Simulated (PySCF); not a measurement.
## NMR shielding calculation, with input and output: C5H7F3

The run: NMR shielding calculation of C5H7F3, SMILES CCCC(F)=C(F)F. Method and program: GIAO B3LYP/6-31++G** NMR shielding, non-relativistic, gas phase (PySCF 2.14.0).

The geometry comes from this level: GFN2-xTB. Figures and captions count atoms from 1; the log counts them from 0 in places.

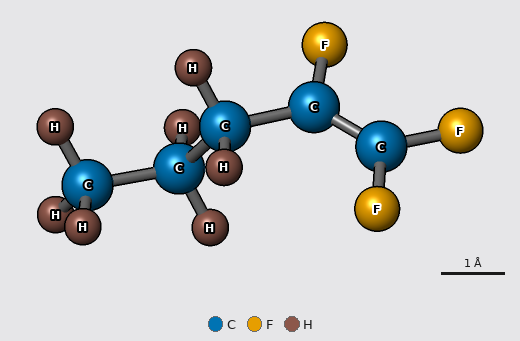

**Figure 1.** The input geometry (ball-and-stick view, seen at a tilt).

Summary:

- outcome: converged
- total energy: −494.262228 hartree
- HOMO: −7.01 eV
- LUMO: −0.32 eV
- dipole moment: 2.26 D
- isotropic shielding, C: 38.5 to 178.1 ppm
- isotropic shielding, F: 291.7 to 361.5 ppm
- isotropic shielding, H: 29.5 to 31.0 ppm
- hardware: 1 CPU thread, shared host
- wall time: 16 s
- peak memory: 0.78 GiB

Notes:

Settings chosen away from the usual ones: B3LYP/6-31++G**.

Input:
```
{"job": {"kind": "nmr", "xc": "B3LYP", "basis": "6-31++G**", "pop": false}, "charge": 0, "multiplicity": 1}
C     -2.029007    -0.686338    -0.592864
C     -0.864978     0.265789    -0.356423
C      0.141982    -0.330385     0.637577
C      1.258186     0.620725     0.910658
F      0.929600     1.708574     1.636075
C      2.507806     0.501496     0.483022
F      2.927895    -0.534732    -0.238491
F      3.501900     1.350514     0.704476
H     -2.552734    -0.890329     0.338123
H     -1.676262    -1.629581    -1.003433
H     -2.735239    -0.250145    -1.294120
H     -0.357866     0.469366    -1.301483
H     -1.238652     1.212502     0.037710
H      0.552587    -1.259712     0.242916
H     -0.369631    -0.539754     1.580068
```

The first line tells a small driver script what to run in PySCF; the rest is the geometry in Å.

Launched with:
```bash
OMP_NUM_THREADS=1 python <driver script> task.json out
```

Output:
```
coarse grid: 13032 points
cycle   1  E = -494.1801085786  dE =  1.049e+00  |g| = 7.453e-01  |ddm| = 4.383e+00
cycle   2  E = -494.0291823123  dE =  1.509e-01  |g| = 1.184e+00  |ddm| = 3.022e+00
cycle   3  E = -494.2876762489  dE = -2.585e-01  |g| = 1.037e-01  |ddm| = 2.110e+00
cycle   4  E = -494.2893450741  dE = -1.669e-03  |g| = 5.593e-02  |ddm| = 2.839e-01
cycle   5  E = -494.2899785158  dE = -6.334e-04  |g| = 1.264e-02  |ddm| = 1.107e-01
cycle   6  E = -494.2900044775  dE = -2.596e-05  |g| = 5.665e-03  |ddm| = 2.549e-02
cycle   7  E = -494.2900119976  dE = -7.520e-06  |g| = 9.755e-04  |ddm| = 1.498e-02
final grid: 128456 points
cycle   8  E = -494.2622104223  dE = -2.686e-05  |g| = 9.276e-03  |ddm| = 9.958e-02
cycle   9  E = -494.2621876129  dE =  2.281e-05  |g| = 1.442e-02  |ddm| = 3.602e-02
cycle  10  E = -494.2622275638  dE = -3.995e-05  |g| = 1.174e-03  |ddm| = 2.505e-02
cycle  11  E = -494.2622278744  dE = -3.106e-07  |g| = 2.327e-04  |ddm| = 2.654e-03
cycle  12  E = -494.2622278844  dE = -9.939e-09  |g| = 1.165e-04  |ddm| = 5.609e-04
cycle  13  E = -494.2622278873  dE = -2.870e-09  |g| = 2.666e-05  |ddm| = 2.281e-04
cycle  14  E = -494.2622278874  dE = -1.586e-10  |g| = 6.206e-06  |ddm| = 8.849e-05
```

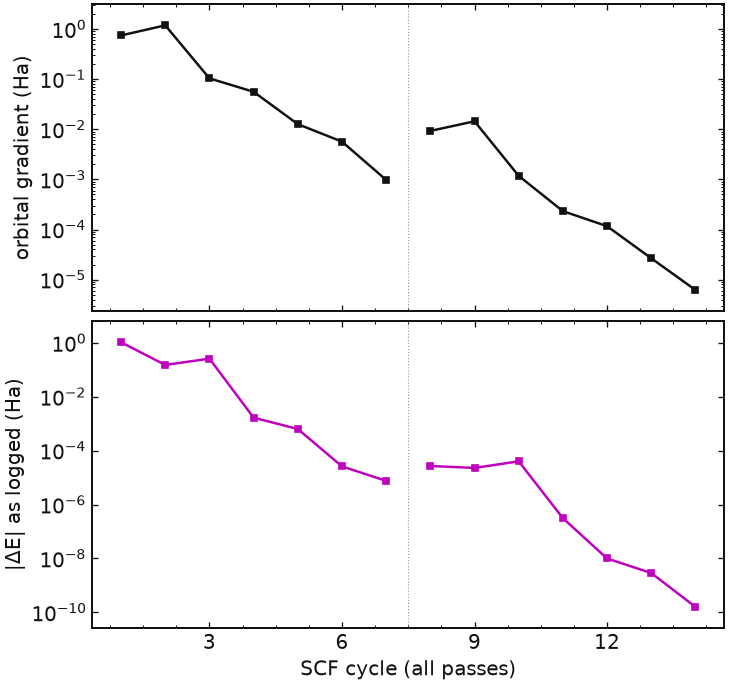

**Figure 2.** Convergence of the self-consistent field: orbital gradient and size of the energy change against the SCF cycle. The dotted line marks the change from a coarse to the final integration grid. The first 7 cycles use a coarse grid, the final grid takes over at cycle 8, and the field converges after 14 cycles in all.

```
converged SCF energy = -494.2622278874

GIAO shielding tensors (ppm)
atom      isotropic    diamagn.    paramagn.     s11        s22        s33       span
  0 C      178.070     240.013     -61.943    167.948    171.183    195.080     27.132
  1 C      167.718     251.906     -84.188    151.486    172.028    179.641     28.155
  2 C      159.576     256.270     -96.694    145.216    157.670    175.841     30.625
  3 C       62.129     243.420    -181.292     32.377     59.481     94.528     62.151
  4 F      361.534     469.933    -108.399    311.456    359.873    413.272    101.816
  5 C       38.533     246.133    -207.600    -13.391     57.351     71.638     85.030
  6 F      310.505     473.887    -163.382    267.423    314.085    350.006     82.584
  7 F      291.724     470.211    -178.486    277.784    291.755    305.634     27.849
  8 H       31.013      28.134       2.879     27.089     29.263     36.686      9.596
  9 H       30.981      28.235       2.746     27.012     29.431     36.499      9.488
 10 H       30.614      28.228       2.386     26.147     28.128     37.566     11.419
 11 H       30.392      31.724      -1.332     25.683     30.412     35.081      9.398
 12 H       29.858      30.975      -1.117     24.761     30.727     34.085      9.323
 13 H       29.476      32.500      -3.024     25.105     29.901     33.422      8.317
 14 H       29.679      30.722      -1.043     25.628     29.436     33.972      8.344
```

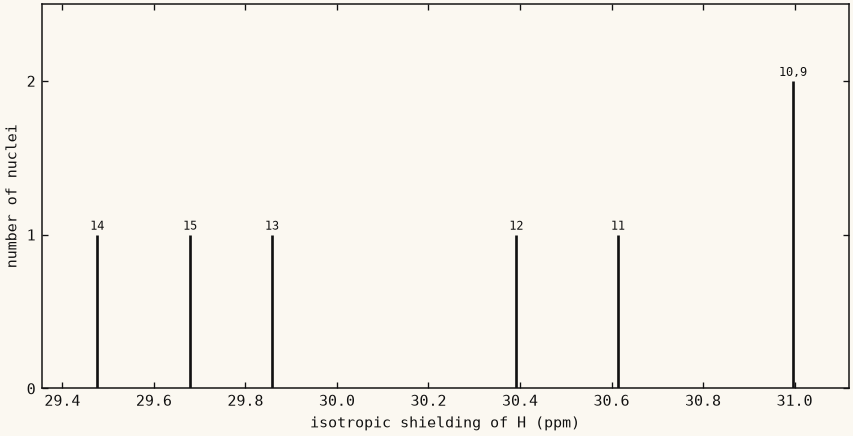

**Figure 3.** Isotropic shieldings of the hydrogen nuclei in this fixed geometry, labelled by atom number; shielding grows to the right, so chemical shift grows to the left. The least shielded is H14 (29.5 ppm), the most shielded H9 (31.0 ppm).
